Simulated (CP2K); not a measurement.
Consider 3-nitrosopyrrole at its PBE geometry (Å).

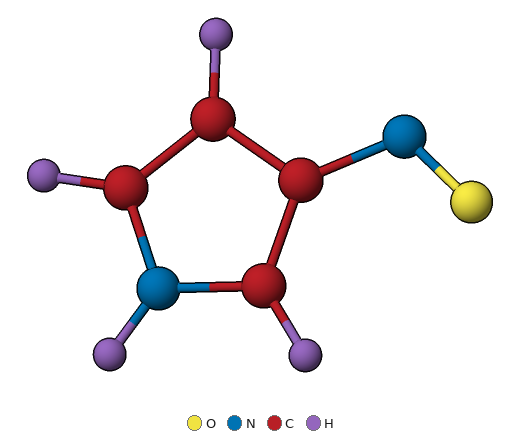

The molecule (oxygen yellow, nitrogen blue, carbon red, hydrogen purple).

```xyz
11

O     2.8375   -0.8915    0.4371
N     2.2814    0.1169   -0.0351
C     0.8759    0.0725   -0.0246
C     0.0483    1.1173   -0.5513
C    -1.2558    0.7253   -0.3701
N    -1.2377   -0.5215    0.2511
C     0.0357   -0.9366    0.4684
H     0.3990    2.0367   -1.0061
H    -2.1941    1.2050   -0.6216
H    -2.0678   -1.0446    0.5097
H     0.2775   -1.8794    0.9424
```

Method: CP2K XAS_TDP, all-electron GAPW, PBEh(45%), aug-cc-pVDZ, TDA, GW2X-corrected core level, no relativity.

**Question.** Where do the C K-edge lines lie, and how strong are they?

Leading lines: C3 289.27 eV, C4 287.16 eV, C5 288.42 eV and C7 287.02 eV. The leading line of an atom is its first one with 35 % of the strongest within 2.5 eV of its lowest line over the strength cut. Core ionisation energies at this level: C4 292.12, C5 292.94, C3 292.20 and C7 293.14 eV.

The first six lines of each atom with a strength over 0.0015:

```tsv
atom	energy (eV)	states	strength, one atom	above the computed threshold
C3 (bonded to 2 C and N)	286.87	1	0.0027	
	289.27	1	0.0502	
	290.26	1	0.0064	
	291.67	1	0.0052	
	292.61	1	0.0022	yes
	293.02	1	0.0061	yes
C4 (bonded to 2 C and H)	287.16	1	0.0375	
	288.81	1	0.0119	
	290.24	1	0.0049	
	290.72	1	0.0052	
	291.44	1	0.0039	
	291.94	1	0.0052	
C5 (bonded to C, N and H)	288.42	1	0.0517	
	290.46	1	0.0109	
	291.42	1	0.0040	
	291.97	1	0.0016	
	292.23	1	0.0040	
	292.56	1	0.0042	
C7 (bonded to C, N and H)	287.02	1	0.0453	
	290.76	1	0.0088	
	290.89	1	0.0072	
	291.84	1	0.0053	
	292.52	1	0.0021	
	292.64	1	0.0091
```

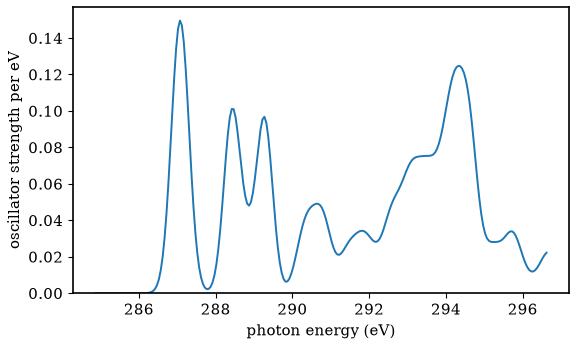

All atoms added, broadened by 0.5 eV.

Lines are vertical, at one geometry, with no vibrational structure. GW2X ionisation energies and lines can be off by 1 to 2 eV either way, and a good line position may hide errors that cancel. These values hold no scalar relativity, about 0.1 eV for C 1s. Rydberg lines, and the discretised continuum above threshold, depend on the basis and the box.

[Banner, clock and machine lines of the logs are left out without a mark of their own.]

[Logs are printed without paths, hosts, clocks, repeated set-up lines and the standing remarks that a program may print on its own settings, such as how far it seeks lower states.]

[Hosts, paths, dates, database ids (printed as entryN), source tags and the programs' standing remarks are cut or masked in the printed files.]
